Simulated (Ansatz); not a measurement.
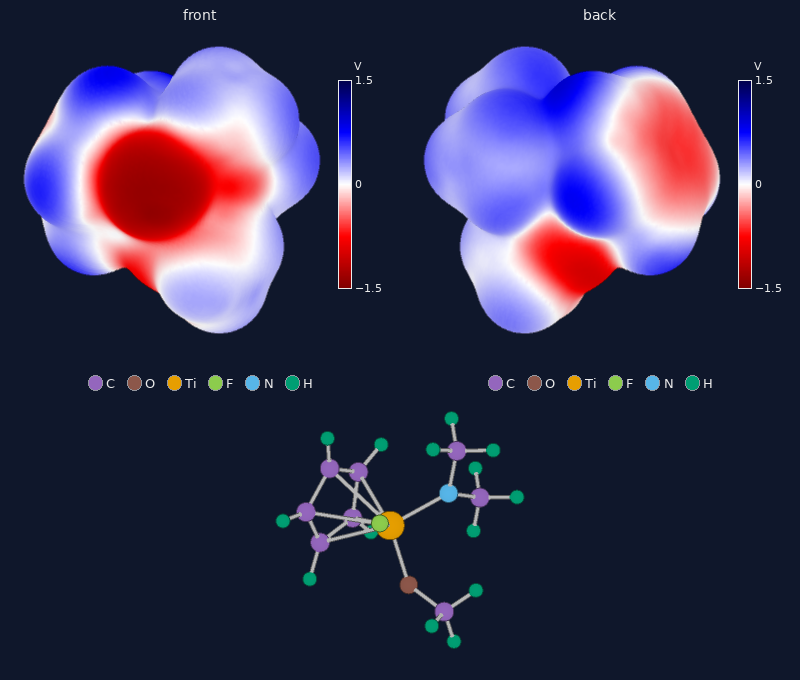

The picture shows: C₈H₁₄FNOTi (SMILES C[O][Ti]1234([F])([N](C)C)[CH]5[CH]1[CH]2[CH]3[CH]54). The molecular electrostatic potential painted on the density surface at 0.001 e/bohr³, seen from the front and from behind; red is negative and blue positive. The bare structure is drawn below in the same view.

Geometry: PBE0-D4/def2-TZVP.

The calculation used RKS PBE0-D4/def2-TZVPP in Ansatz 0.2.0.

```xyz
26

C    -1.4192   -1.5444   -2.1496
O    -0.4549   -1.5563   -1.1336
Ti    0.4695   -0.1230   -0.5044
F     1.1463    0.7910   -1.8928
N    -0.9673    0.9978    0.0020
C    -2.0863    0.5455    0.7838
C    -0.7919    2.4272    0.0413
C     1.0560   -1.3830    1.4232
C     1.2622   -0.0196    1.7220
C     2.3104    0.4479    0.9006
C     2.7558   -0.6287    0.1044
C     1.9829   -1.7574    0.4265
H    -0.9487   -1.4530   -3.1349
H    -1.9843   -2.4820   -2.1239
H    -2.1192   -0.7079   -2.0297
H    -3.0161    1.0256    0.4484
H    -1.9667    0.7826    1.8531
H    -2.2095   -0.5352    0.6889
H    -1.6900    2.9372   -0.3334
H    -0.6092    2.7937    1.0640
H     0.0477    2.7311   -0.5872
H     0.2957   -2.0203    1.8497
H     0.7060    0.5664    2.4386
H     2.6783    1.4628    0.8550
H     3.5135   -0.5732   -0.6629
H     2.0389   -2.7247   -0.0489
```

Which sites attract a positive test charge, and which a negative one?

Answer. A positive charge is drawn to the negative regions and a negative charge to the positive ones. The most negative region (about −1.4 V) lies over F4, the most positive (about +0.9 V) over H23.
